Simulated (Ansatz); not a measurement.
Read the following structure.

```cif
data_structure
_symmetry_space_group_name_H-M 'C 2/m'
_symmetry_Int_Tables_number 12
_cell_length_a 3.9622
_cell_length_b 3.9622
_cell_length_c 2.8063
_cell_angle_alpha 90.000
_cell_angle_beta 134.236
_cell_angle_gamma 90.000
_cell_volume 31.56
loop_
_atom_site_label
_atom_site_type_symbol
_atom_site_symmetry_multiplicity
_atom_site_Wyckoff_symbol
_atom_site_fract_x
_atom_site_fract_y
_atom_site_fract_z
_atom_site_occupancy
Al1 Al 2 a 0.00000 0.00000 0.00000 1
```

Q: What crystal do these data define?

A: The element is aluminium. Strictly the space group is C2/m (No. 12, within 0.01 Å). It is a distorted form of a face-centred cubic structure, space group Fm-3m (No. 225) within 0.25 Å: face-centred cubic (Cu type). The cell holds four atoms. Each Al has twelve Al in a cuboctahedral arrangement at 2.80 to 2.84 Å. The bonds build a three-dimensional framework.

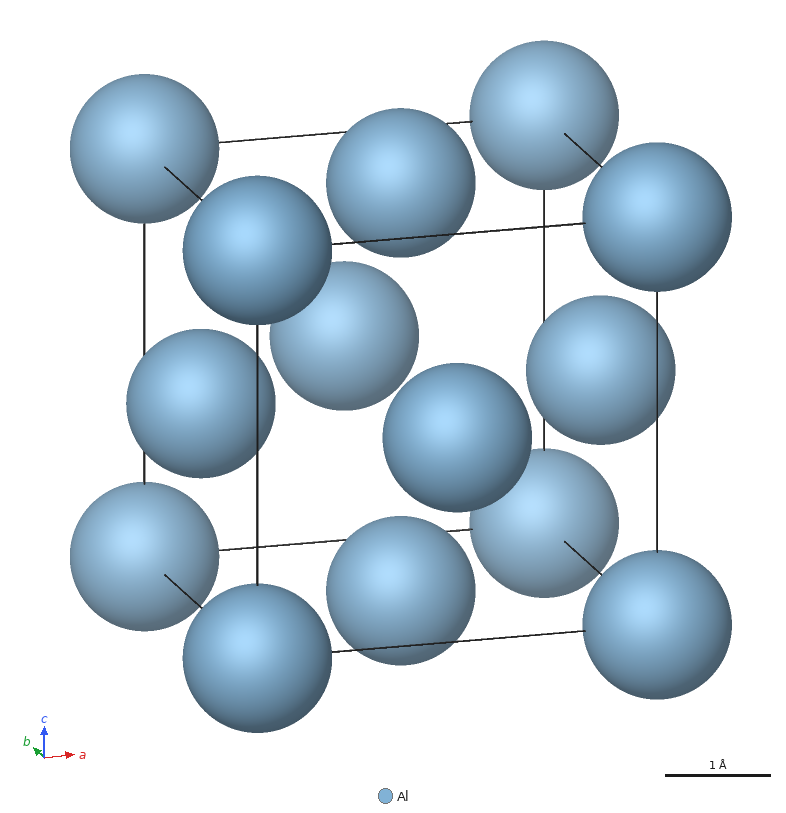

Spheres-only drawing of the structure, looking slightly off an axis. One drawn cell (a repeat of the simulation cell) is outlined, and atoms on its boundary appear in each equivalent place.

The starting point was a structure listed in the Materials Project. The picture shows the end point of a geometry optimisation with DFT LDA, scalar-relativistic, plane waves, PAW (Ansatz 0.2.0).
